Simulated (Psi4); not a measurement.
# YCl3 (yttrium trichloride) at HF/STO-3G

What is the vertical ionisation energy of YCl3 (yttrium trichloride) at HF/STO-3G? 

Program for the calculation: Psi4 1.11.

5 further runs of the same task are left out: 4 that didn't finish, 1 set aside as unsound or not needed.

### 1 The molecule

YCl3 has 4 atoms, charge 0, and is taken as a singlet. As SMILES, `[Cl][Y]([Cl])[Cl]`. Geometry: relaxed at PBE0-D4/def2-TZVP.

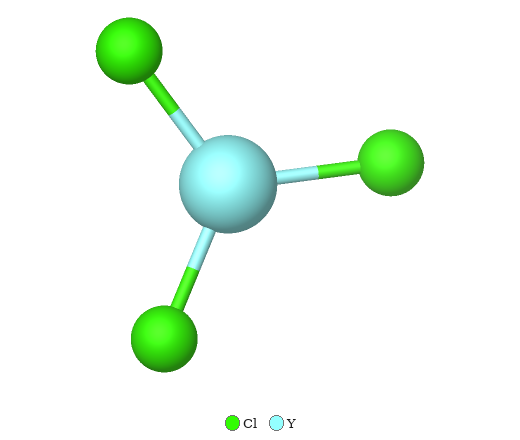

Viewed from a chosen angle; chlorine green, yttrium light teal.

### 2 Energy and gradient at HF/STO-3G

File cl3y.xyz:

```xyz
4
Cl3Y
Cl    -1.812390    -0.992790     1.286260
Y     -0.000090    -0.000010     0.000190
Cl     2.291710    -0.738640     0.355530
Cl    -0.479250     1.731440    -1.641970
```

File run.py:

```python
import numpy as np
from ase.calculators.psi4 import Psi4
from ase.io import read

atoms = read('cl3y.xyz')
calc = Psi4(atoms=atoms, method='scf', basis='STO-3G', memory='2200MB', num_threads=1, charge=0, multiplicity=1, label='calc', reference='rhf')
calc.psi4.set_options({'puream': True, 'e_convergence': 1e-09, 'd_convergence': 1e-08, 'scf_type': 'pk'})
atoms.calc = calc

forces = atoms.get_forces()
print(f'energy: {atoms.get_potential_energy():.6f} eV')
print('forces / eV A^-1')
print(np.round(forces, 5))
```

On the command line:

```sh
$ python run.py
```

calc.dat:

```text
[...]
  Running in c1 symmetry.
[...]
  Nuclear repulsion =  541.267137916808906
[...]
  Multiplicity = 1
[...]
  Nalpha       = 45
  Nbeta        = 45
[...]
    Number of basis functions: 54
[...]
   @RHF iter   1: -4616.01351966905077   -2.17530e+00   4.60890e-03 DIIS/ADIIS
[...]
   @RHF iter   8: -4616.11501474198394   -1.54614e-11   5.69966e-09 DIIS
[...]
    Orbital Energies [Eh]
    ---------------------
    Doubly Occupied:
       1A   -621.034679     2A   -103.580944     3A   -103.580934
       4A   -103.580931     5A    -93.924827     6A    -87.859296
       7A    -87.858965     8A    -87.858965     9A    -19.297595
      10A    -16.629261    11A    -16.627581    12A    -16.627581
      13A    -10.285513    14A    -10.285503    15A    -10.285451
      16A     -7.727297    17A     -7.727287    18A     -7.727260
      19A     -7.724584    20A     -7.724419    21A     -7.724410
      22A     -7.724262    23A     -7.724254    24A     -7.724183
      25A     -5.006675    26A     -5.005354    27A     -5.005351
      28A     -5.002021    29A     -5.002021    30A     -2.729093
      31A     -1.902276    32A     -1.897853    33A     -1.897853
      34A     -0.984592    35A     -0.978301    36A     -0.978294
[...]
  @RHF Final Energy: -4616.11501474198394
   => Energetics <=
    Nuclear Repulsion Energy =            541.2671379168089061
    One-Electron Energy =               -7317.1226830970199444
    Two-Electron Energy =                2159.7405304382273243
    Total Energy =                      -4616.1150147419839413
[...]
 Multipole Moments:
 ------------------------------------------------------------------------------------
     Multipole            Electronic (a.u.)      Nuclear  (a.u.)        Total (a.u.)
 ------------------------------------------------------------------------------------
 L = 1.  Multiply by 2.5417464519 to convert [e a0] to [Debye]
 Dipole X            :         -0.0008935            0.0004894           -0.0004041
 Dipole Y            :         -0.0001088            0.0000576           -0.0000512
 Dipole Z            :          0.0019647           -0.0010795            0.0008852
 Magnitude           :                                                    0.0009744
[...]
  -Total Gradient:
     Atom            X                  Y                   Z
    ------   -----------------  -----------------  -----------------
       1       -0.033896079158    -0.018566940791     0.024051270300
       2       -0.000015566487    -0.000007609071     0.000025922593
       3        0.042867951910    -0.013810480053     0.006639917129
       4       -0.008956306256     0.032385029907    -0.030717110006
[...]
```

The script printed:

```text
energy: -125610.887599 eV
forces / eV A^-1
[[ 1.74301e+00  9.54750e-01 -1.23677e+00]
 [ 8.00000e-04  3.90000e-04 -1.33000e-03]
 [-2.20436e+00  7.10160e-01 -3.41440e-01]
 [ 4.60550e-01 -1.66531e+00  1.57954e+00]]
```

Run time: 9.6 s. Hardware: 1 thread of Intel Xeon at 2.50GHz (Skylake/Cascade Lake), shared host; peak memory 0.21 GiB.

### 3 The doublet cation: the energy at UHF/STO-3G

File job.json:

```json
{
  "schema_name": "qcschema_input",
  "schema_version": 1,
  "molecule": {
    "schema_name": "qcschema_molecule",
    "schema_version": 2,
    "symbols": ["Cl", "Y", "Cl", "Cl"],
    "geometry": [-3.42492073, -1.8761012, 2.43067913, -0.00017008, -1.89e-05, 0.00035905, 4.33070426, -1.3958273, 0.67185433, -0.90565125, 3.2719474, -3.1028736],
    "molecular_charge": 1,
    "molecular_multiplicity": 2,
    "fix_symmetry": "c1",
    "fix_com": true,
    "fix_orientation": true
  },
  "driver": "energy",
  "model": {
    "method": "hf",
    "basis": "STO-3G"
  },
  "keywords": {
    "reference": "uhf",
    "puream": true,
    "e_convergence": 1e-09,
    "d_convergence": 1e-08,
    "scf_type": "pk",
    "maxiter": 100
  }
}
```

On the command line:

```sh
$ psi4 --qcschema job.json -n 1 --memory 2200MB
```

stdout:

```text
[...]
  Running in c1 symmetry.
[...]
  Nuclear repulsion =  541.267138138445375
[...]
  Multiplicity = 2
[...]
  Nalpha       = 45
  Nbeta        = 44
[...]
    Number of basis functions: 54
[...]
   @UHF iter   1: -4615.67984965700725   -1.84163e+00   4.14506e-03 DIIS/ADIIS
[...]
   @UHF iter  14: -4615.75919612438793   -1.36424e-11   3.08482e-09 DIIS
[...]
   @S^2 Observed:                7.992257336E-01
[...]
    Orbital Energies [Eh]
    ---------------------
    Alpha Occupied:
       1A   -621.250680     2A   -103.884604     3A   -103.884516
       4A   -103.884495     5A    -94.140657     6A    -88.075162
       7A    -88.074813     8A    -88.074812     9A    -19.513086
      10A    -16.844637    11A    -16.843120    12A    -16.843120
      13A    -10.577174    14A    -10.577095    15A    -10.577050
      16A     -8.024167    17A     -8.024095    18A     -8.023869
      19A     -8.016826    20A     -8.016745    21A     -8.016724
      22A     -8.013976    23A     -8.013677    24A     -8.013620
      25A     -5.221460    26A     -5.220894    27A     -5.220891
      28A     -5.216957    29A     -5.216957    30A     -2.942729
      31A     -2.113677    32A     -2.112538    33A     -2.112534
      34A     -1.240805    35A     -1.235267    36A     -1.235218
[...]
  @UHF Final Energy: -4615.75919612438793
   => Energetics <=
    Nuclear Repulsion Energy =            541.2671381384453753
    One-Electron Energy =               -7295.0409722095828329
    Two-Electron Energy =                2138.0146379467496445
    Total Energy =                      -4615.7591961243879268
  UHF NO Occupations:
  HONO-2 :   43  A 1.9878130
  HONO-1 :   44  A 1.9877976
[...]
 Multipole Moments:
 ------------------------------------------------------------------------------------
     Multipole            Electronic (a.u.)      Nuclear  (a.u.)        Total (a.u.)
 ------------------------------------------------------------------------------------
 L = 1.  Multiply by 2.5417464519 to convert [e a0] to [Debye]
 Dipole X            :          0.0035730           -0.0043844           -0.0008114
 Dipole Y            :          0.0000277           -0.0004158           -0.0003881
 Dipole Z            :         -0.0069238            0.0082206            0.0012968
 Magnitude           :                                                    0.0015782
[...]
```

The result, in JSON:

```text
{
 "driver": "energy",
 "model": {
  "method": "hf",
  "basis": "STO-3G"
 },
 "success": true,
 "return_result": -4615.759196124388,
 "properties": {
  "calcinfo_nbasis": 54,
  "calcinfo_nmo": 54,
  "calcinfo_nalpha": 45,
  "calcinfo_nbeta": 44,
  "calcinfo_natom": 4,
  "nuclear_repulsion_energy": 541.2671381384454,
  "return_energy": -4615.759196124388,
  "scf_one_electron_energy": -7295.040972209583,
  "scf_two_electron_energy": 2138.0146379467496,
  "scf_dipole_moment": [-0.0008114017950116015, -0.00038806229054832997, 0.0012968120842984376],
  "scf_total_energy": -4615.759196124388,
  "scf_iterations": 14
 }
}
```

Run time: 4.8 s. Hardware: 1 thread of Intel Xeon at 2.50GHz (Skylake/Cascade Lake), shared host; peak memory 0.2 GiB.

### 4 What came out

Level: HF/STO-3G.

| quantity | value |
| --- | --- |
| singlet YCl3: total energy | -4616.11501 Eh |
| singlet YCl3: dipole moment | 0.00 D |
| singlet YCl3: HOMO energy | -10.09 eV |
| singlet YCl3: LUMO energy | 0.70 eV |
| singlet YCl3: HOMO–LUMO gap | 10.78 eV |
| singlet YCl3: largest force on an atom | 2.341 eV/Å |
| doublet cation: total energy | -4615.75920 Eh |
| doublet cation: HOMO energy (highest over α and β) | -13.83 eV |
| doublet cation: LUMO energy (lowest over α and β) | -9.29 eV |
| doublet cation: ⟨S²⟩ | 0.799 |
| vertical ionisation energy (to the doublet cation) | 9.682 eV |

The vertical ionisation energy comes to 9.68 eV (934 kJ/mol). The largest force (singlet YCl3) is 2.34 eV/Å: the shape isn't a stationary point for this species at this level. The negative HOMO energy of the first species, 10.09 eV, lies 0.40 eV above that difference. In a minimal basis such a difference can be off by several eV, whatever the method. Relativity is left out (singlet YCl3) although the molecule holds a heavy atom. Relativity is left out (doublet cation) although the molecule holds a heavy atom.
